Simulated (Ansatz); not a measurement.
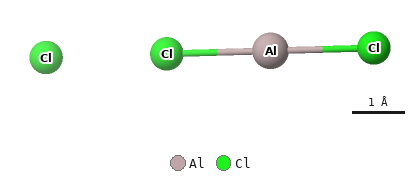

The structure as given in the input (ball-and-stick view, seen at a tilt). Sticks mark near contacts. Bond lengths as drawn: Al–Cl 2.03 to 2.04 Å.

Run report: AlCl3, geometry relaxation

AlCl3, computed with RKS B3LYP-D4/def2-TZVP (Ansatz 0.2.0).

The geometry: GFN2-xTB start. Figures and captions count atoms from 1; the log counts them from 0 in places.

**Output**
```
Functional definition: B3LYP
  name "B3LYP"
  cite "Stephens, Devlin, Chabalowski & Frisch, J. Phys. Chem. 98, 11623 (1994) doi:10.1021/j100096a001"
  cite "Becke, Phys. Rev. A 38, 3098 (1988) doi:10.1103/PhysRevA.38.3098"
  cite "Lee, Yang & Parr, Phys. Rev. B 37, 785 (1988) doi:10.1103/PhysRevB.37.785"
  cite "Vosko, Wilk & Nusair, Can. J. Phys. 58, 1200 (1980) doi:10.1139/p80-159"
  parameter a0 = 0.2
  parameter ax = 0.72
  parameter ac = 0.81
  exchange = (1 - a0 - ax)*slater_x + ax*b88_x + a0*exact_x
  correlation = (1 - ac)*vwn_rpa_c + ac*lyp_c
these checks for a lower state are left out or cut short: stability, starts, cluster_reference, orbital_swaps, neighbouring_geometries, increment
1048 factors; their error is unknown
mean field evaluation 1: about -44164.7841 eV, gradient 3.3e1 eV
mean field evaluation 2: about -43959.7412 eV, gradient 1.6e2 eV
mean field evaluation 4: about -44168.1995 eV, gradient 1.6e1 eV
mean field evaluation 8: about -44168.9407 eV, gradient 4.5e-1 eV
mean field evaluation 16: about -44169.0376 eV, gradient 9.1e-5 eV
mean field -44169.03759949 eV, -1623.1821929322 hartree, gradient 5.1e-6 eV, S^2 0.000000; 0 other end points of the search recorded, 0 dependent functions left out
the calculation of the forces begins
reference -44169.03784781 eV, -1623.1822020580 hartree; 32, 32 occupied and 116, 116 virtual orbitals, 1048 factors
relax step   1: F+E_penalty+E_count = -44169.24171690 eV  Δ(F+E_penalty+E_count) = +0.000e0 eV  max|allowed force component| = 1.073e0 eV/Å  Δτ_max = 0.0000 Å  (17 SCF iters, accepted)
these checks for a lower state are left out or cut short: stability, starts, cluster_reference, orbital_swaps, neighbouring_geometries, increment
1048 factors; their error is unknown
mean field -44169.20865279 eV, -1623.1884790252 hartree, gradient 9.7e-7 eV, S^2 0.000000; 0 other end points of the search recorded, 0 dependent functions left out
[... from here on the field's lines of each further geometry are left out, up to the last ...]
relax step   2: F+E_penalty+E_count = -44169.40467624 eV  Δ(F+E_penalty+E_count) = -1.630e-1 eV  max|allowed force component| = 1.127e-1 eV/Å  Δτ_max = 0.1330 Å  (21 SCF iters, accepted)
relax step   3: F+E_penalty+E_count = -44169.40581186 eV  Δ(F+E_penalty+E_count) = -1.136e-3 eV  max|allowed force component| = 2.306e-2 eV/Å  Δτ_max = 0.0121 Å  (21 SCF iters, accepted)
relax step   4: F+E_penalty+E_count = -44169.40584878 eV  Δ(F+E_penalty+E_count) = -3.692e-5 eV  max|allowed force component| = 3.468e-3 eV/Å  Δτ_max = 0.0023 Å  (14 SCF iters, accepted)
relax step   5: F+E_penalty+E_count = -44169.40606602 eV  Δ(F+E_penalty+E_count) = -2.172e-4 eV  max|allowed force component| = 1.165e-2 eV/Å  Δτ_max = 0.0237 Å  (22 SCF iters, accepted)
relax step   6: F+E_penalty+E_count = -44169.40671542 eV  Δ(F+E_penalty+E_count) = -6.494e-4 eV  max|allowed force component| = 2.374e-2 eV/Å  Δτ_max = 0.0270 Å  (22 SCF iters, accepted)
relax step   7: F+E_penalty+E_count = -44169.40868230 eV  Δ(F+E_penalty+E_count) = -1.967e-3 eV  max|allowed force component| = 8.315e-2 eV/Å  Δτ_max = 0.0455 Å  (23 SCF iters, accepted)
relax step   8: F+E_penalty+E_count = -44169.41236876 eV  Δ(F+E_penalty+E_count) = -3.686e-3 eV  max|allowed force component| = 4.064e-2 eV/Å  Δτ_max = 0.0501 Å  (21 SCF iters, accepted)
relax step   9: F+E_penalty+E_count = -44169.43514899 eV  Δ(F+E_penalty+E_count) = -2.278e-2 eV  max|allowed force component| = 2.452e-1 eV/Å  Δτ_max = 0.2000 Å  (28 SCF iters, accepted)
relax step  10: F+E_penalty+E_count = -44169.42442131 eV  Δ(F+E_penalty+E_count) = +1.073e-2 eV  max|allowed force component| = 8.982e-1 eV/Å  Δτ_max = 0.1990 Å  (29 SCF iters, rejected (line search))
relax step  11: F+E_penalty+E_count = -44169.45035123 eV  Δ(F+E_penalty+E_count) = -1.520e-2 eV  max|allowed force component| = 1.555e-1 eV/Å  Δτ_max = 0.0991 Å  (22 SCF iters, accepted)
relax step  12: F+E_penalty+E_count = -44169.46078240 eV  Δ(F+E_penalty+E_count) = -1.043e-2 eV  max|allowed force component| = 1.214e-1 eV/Å  Δτ_max = 0.0960 Å  (22 SCF iters, accepted)
relax step  13: F+E_penalty+E_count = -44169.46951942 eV  Δ(F+E_penalty+E_count) = -8.737e-3 eV  max|allowed force component| = 1.644e-1 eV/Å  Δτ_max = 0.1495 Å  (22 SCF iters, accepted)
relax step  14: F+E_penalty+E_count = -44169.46943491 eV  Δ(F+E_penalty+E_count) = +8.451e-5 eV  max|allowed force component| = 2.486e-1 eV/Å  Δτ_max = 0.0715 Å  (22 SCF iters, rejected (line search))
the calculation of the forces begins
reference -44169.26984650 eV, -1623.1907278524 hartree; 32, 32 occupied and 116, 116 virtual orbitals, 1048 factors
relax step  15: F+E_penalty+E_count = -44169.47277825 eV  Δ(F+E_penalty+E_count) = -3.259e-3 eV  max|allowed force component| = 5.295e-2 eV/Å  Δτ_max = 0.0346 Å  (23 SCF iters, accepted)
these checks for a lower state are left out or cut short: stability, starts, cluster_reference, orbital_swaps, neighbouring_geometries, increment
1048 factors; their error is unknown
mean field -44169.26957378 eV, -1623.1907178302 hartree, gradient 1.4e-6 eV, S^2 0.000000; 0 other end points of the search recorded, 0 dependent functions left out
the calculation of the forces begins
reference -44169.26983466 eV, -1623.1907274174 hartree; 32, 32 occupied and 116, 116 virtual orbitals, 1048 factors
relax step  16: F+E_penalty+E_count = -44169.47327426 eV  Δ(F+E_penalty+E_count) = -4.960e-4 eV  max|allowed force component| = 1.556e-2 eV/Å  Δτ_max = 0.0288 Å  (23 SCF iters, accepted)
```

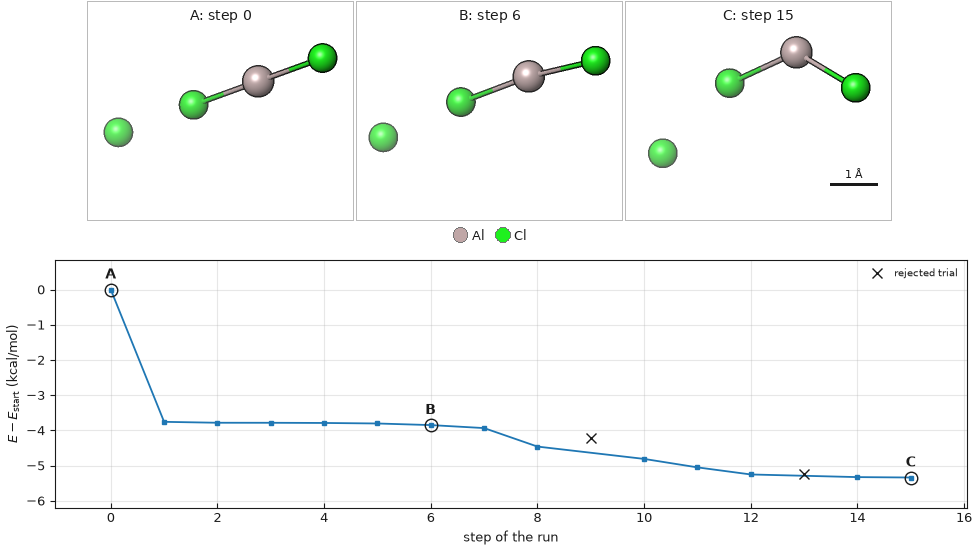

Frames of the relaxation (ball-and-stick view, seen at a tilt) above the curves, on which the letters mark them (the first geometry is step 0 here and step 1 in the log).

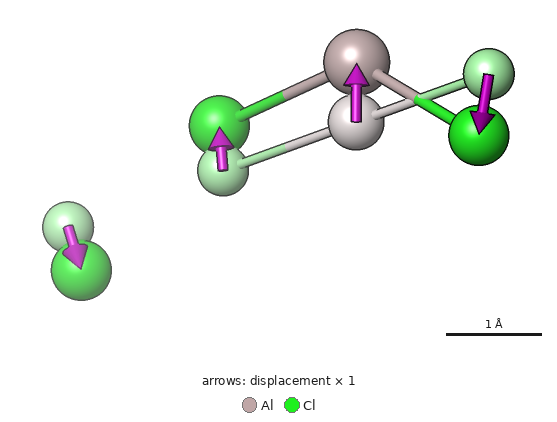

Start (faint) and end (solid) with the displacements as pink arrows, at true length (ball-and-stick view, seen at a tilt). The two geometries are laid on each other by the best rigid fit. Cl3 moves most after the best rigid fit: 0.65 Å. Largest moves by element: Cl 0.65 Å, Al 0.63 Å. Distances before and after: Al1–Cl4 2.038 → 2.130 Å, Al1–Cl3 2.030 → 2.089 Å. Among the angles that change: Cl3–Al1–Cl4 179.9° → 139.9°. Over 15 geometry steps the energy falls by 5.34 kcal/mol. The largest force component goes from 1.1 to 0.016 eV/Å. The line search rejected the trial steps at points 9, 13 (counted from 0) and went back. (Atoms are counted from 1 in the order of the input.)

```
Total energy: -44169.47353514 eV, -1623.1982132718 hartree
Atom 0 at    -0.891283    -1.027925     0.003464 Å, force     0.015557     0.001525    -0.000206 eV/Å
Atom 1 at     2.769185     1.640930     0.051804 Å, force    -0.003618    -0.000671    -0.000492 eV/Å
Atom 2 at    -2.909957    -0.499330    -0.102886 Å, force    -0.004599     0.003728    -0.000114 eV/Å
Atom 3 at     1.032055    -0.113675     0.047618 Å, force    -0.007340    -0.004582     0.000812 eV/Å
Dipole moment:    -1.051156    -0.939772    -0.006795 e Å
Checks for a lower state left out: stability, starts, cluster_reference, orbital_swaps, neighbouring_geometries, increment
```

**Trajectory as extended XYZ (Å, eV, eV/Å), 16 frames, from step=1 to step=16**
```
4
Properties=species:S:1:pos:R:3:forces:R:3 step=1 energy=-44169.24172
Al   -1.0266   -0.4066   -0.0267   -0.5073  -0.2044  -0.0138
Cl    3.0732    1.2146    0.0815    0.8858   0.3505   0.0230
Cl   -2.9156   -1.1489   -0.0774   -1.0730  -0.4205  -0.0285
Cl    0.8690    0.3408    0.0226    0.6945   0.2744   0.0193
4
Properties=species:S:1:pos:R:3:forces:R:3 step=2 energy=-44169.40468
Al   -1.0778   -0.4274   -0.0284   -0.1127  -0.0456  -0.0032
Cl    3.1970    1.2633    0.0847    0.0745   0.0296   0.0018
Cl   -3.0260   -1.1921   -0.0802   -0.0139  -0.0049  -0.0003
Cl    0.9068    0.3562    0.0240    0.0521   0.0209   0.0017
4
Properties=species:S:1:pos:R:3:forces:R:3 step=3 energy=-44169.40581
Al   -1.0837   -0.4301   -0.0286   -0.0231  -0.0099  -0.0006
Cl    3.2082    1.2679    0.0849    0.0108   0.0045   0.0002
Cl   -3.0326   -1.1946   -0.0804   -0.0012   0.0001   0.0000
Cl    0.9082    0.3568    0.0241    0.0135   0.0053   0.0004
4
Properties=species:S:1:pos:R:3:forces:R:3 step=4 energy=-44169.40585
Al   -1.0849   -0.4308   -0.0286   -0.0018  -0.0016   0.0000
Cl    3.2103    1.2689    0.0850   -0.0013  -0.0002   0.0000
Cl   -3.0340   -1.1949   -0.0805   -0.0004   0.0005   0.0000
Cl    0.9087    0.3568    0.0241    0.0035   0.0013   0.0001
4
Properties=species:S:1:pos:R:3:forces:R:3 step=5 energy=-44169.40607
Al   -1.0763   -0.4529   -0.0274   -0.0069  -0.0117   0.0002
Cl    3.2040    1.2850    0.0841   -0.0039   0.0017  -0.0002
Cl   -3.0421   -1.1743   -0.0816    0.0066   0.0089  -0.0001
Cl    0.9144    0.3422    0.0250    0.0042   0.0010   0.0001
4
Properties=species:S:1:pos:R:3:forces:R:3 step=6 energy=-44169.40671
Al   -1.0665   -0.4779   -0.0260   -0.0203  -0.0226   0.0000
Cl    3.1967    1.3024    0.0831   -0.0083   0.0043  -0.0005
Cl   -3.0507   -1.1512   -0.0829    0.0237   0.0205   0.0002
Cl    0.9205    0.3268    0.0258    0.0049  -0.0022   0.0003
4
Properties=species:S:1:pos:R:3:forces:R:3 step=7 energy=-44169.40868
Al   -1.0527   -0.5176   -0.0239    0.0832  -0.0277   0.0047
Cl    3.1752    1.3364    0.0808    0.0066   0.0052   0.0001
Cl   -3.0571   -1.1062   -0.0849   -0.0665   0.0086  -0.0032
Cl    0.9346    0.2874    0.0280   -0.0232   0.0139  -0.0016
4
Properties=species:S:1:pos:R:3:forces:R:3 step=8 energy=-44169.41237
Al   -1.0349   -0.5644   -0.0212    0.0406  -0.0268   0.0028
Cl    3.1600    1.3590    0.0793    0.0036   0.0230  -0.0008
Cl   -3.0656   -1.0657   -0.0869   -0.0265   0.0246  -0.0021
Cl    0.9404    0.2711    0.0289   -0.0178  -0.0207   0.0001
4
Properties=species:S:1:pos:R:3:forces:R:3 step=9 energy=-44169.43515
Al   -0.9715   -0.7481   -0.0113   -0.2078  -0.0836  -0.0054
Cl    3.0687    1.4924    0.0701   -0.0891  -0.0324  -0.0025
Cl   -3.0742   -0.8661   -0.0952    0.2452   0.0688   0.0076
Cl    0.9770    0.1218    0.0363    0.0517   0.0472   0.0003
4
Properties=species:S:1:pos:R:3:forces:R:3 step=10 energy=-44169.42442 accepted=F
Al   -0.9102   -0.9367   -0.0015   -0.8928   0.1448  -0.0425
Cl    2.9648    1.5945    0.0616   -0.2035  -0.1088  -0.0039
Cl   -3.0480   -0.6689   -0.1018    0.8982  -0.0998   0.0414
Cl    0.9934    0.0112    0.0417    0.1981   0.0638   0.0049
4
Properties=species:S:1:pos:R:3:forces:R:3 step=11 energy=-44169.45035
Al   -0.9464   -0.8259   -0.0071   -0.1262  -0.0607  -0.0030
Cl    2.9979    1.5341    0.0655   -0.0461  -0.0055  -0.0018
Cl   -3.0446   -0.7716   -0.0977    0.1555   0.0476   0.0047
Cl    0.9930    0.0634    0.0393    0.0168   0.0186   0.0000
4
Properties=species:S:1:pos:R:3:forces:R:3 step=12 energy=-44169.46078
Al   -0.9242   -0.9092   -0.0031   -0.1087   0.0178  -0.0050
Cl    2.9376    1.5653    0.0617   -0.0463   0.0153  -0.0024
Cl   -3.0084   -0.6827   -0.0996    0.1214   0.0128   0.0045
Cl    0.9950    0.0266    0.0410    0.0335  -0.0458   0.0029
4
Properties=species:S:1:pos:R:3:forces:R:3 step=13 energy=-44169.46952
Al   -0.9015   -0.9905    0.0003   -0.0371  -0.0631   0.0034
Cl    2.8277    1.6333    0.0540   -0.0724  -0.0513   0.0002
Cl   -2.9365   -0.5516   -0.1016   -0.0550   0.0237  -0.0039
Cl    1.0103   -0.0912    0.0473    0.1644   0.0907   0.0004
4
Properties=species:S:1:pos:R:3:forces:R:3 step=14 energy=-44169.46943 accepted=F
Al   -0.8881   -1.0206    0.0074   -0.1728   0.0247  -0.0200
Cl    2.7598    1.6556    0.0526   -0.0124  -0.0471  -0.0038
Cl   -2.9235   -0.4932   -0.1049    0.2486  -0.0429   0.0159
Cl    1.0517   -0.1418    0.0449   -0.0634   0.0654   0.0079
4
Properties=species:S:1:pos:R:3:forces:R:3 step=15 energy=-44169.47278
Al   -0.8936   -1.0115    0.0002   -0.0529  -0.0100   0.0041
Cl    2.7932    1.6319    0.0520   -0.0091   0.0032   0.0022
Cl   -2.9247   -0.5240   -0.1018    0.0257   0.0008  -0.0007
Cl    1.0251   -0.0964    0.0497    0.0363   0.0060  -0.0056
4
Properties=species:S:1:pos:R:3:forces:R:3 step=16 energy=-44169.47327
Al   -0.8913   -1.0279    0.0035    0.0156   0.0015  -0.0002
Cl    2.7692    1.6409    0.0518   -0.0036  -0.0007  -0.0005
Cl   -2.9100   -0.4993   -0.1029   -0.0046   0.0037  -0.0001
Cl    1.0321   -0.1137    0.0476   -0.0073  -0.0046   0.0008
```

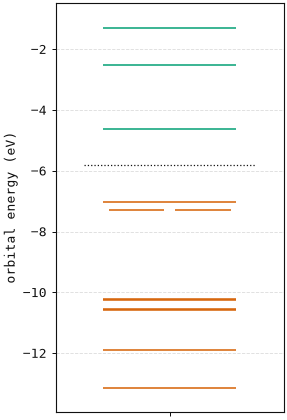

Orbital energies near the frontier; the dotted line parts filled from empty levels, and levels within 0.02 eV of each other stand side by side. Highest filled −7.03 eV, lowest empty −4.62 eV, 2.41 eV apart.

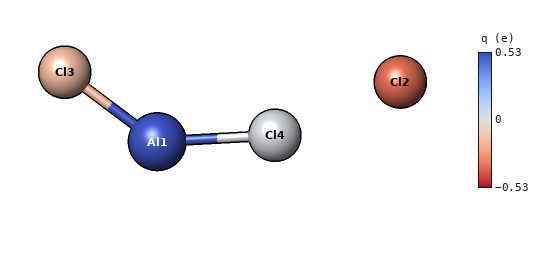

Mulliken charges, as the colour of each atom (ball-and-stick view, seen on its broad side; atoms are numbered from 1 in the order of the input). By element: Al +0.50 and Cl −0.37 to +0.02 e.

The run was set up as follows.

**Input**
```yaml
crystal:
  periodic: [false, false, false]
  atoms:
    - {symbol: Al, position_ang: [-1.026600, -0.406560, -0.026730]}
    - {symbol: Cl, position_ang: [3.073230, 1.214590, 0.081540]}
    - {symbol: Cl, position_ang: [-2.915650, -1.148880, -0.077380]}
    - {symbol: Cl, position_ang: [0.869020, 0.340850, 0.022570]}
basis:
  gaussian: {orbitals: def2-TZVP}
hamiltonian: {xc: {name: B3LYP}, dispersion: d4}
scf: {lower_state_search: "off"}
output: {orbitals: {seedname: orbitals}}
relax: {f_tol: 0.02, max_steps: 100}
```

Command:
```bash
ansatz run in.yaml --threads 2 --pin off --events-out ev --progress --plain --max-ram 4352MiB
```

**Summary**

```tsv
quantity	value
outcome	converged
total energy	−44169.4735 eV
mean-field energy	−44169.2698 eV
dispersion energy	−0.2037 eV
HOMO	−7.03 eV
LUMO	−4.62 eV
largest force (length of the vector) at the end	0.016 eV/Å
dipole moment	6.77 D
hardware	2 threads of Arm Neoverse V2, 23 GiB of memory available, shared host
wall time	33 s (CPU time 64 s)
peak memory	0.35 GiB
```
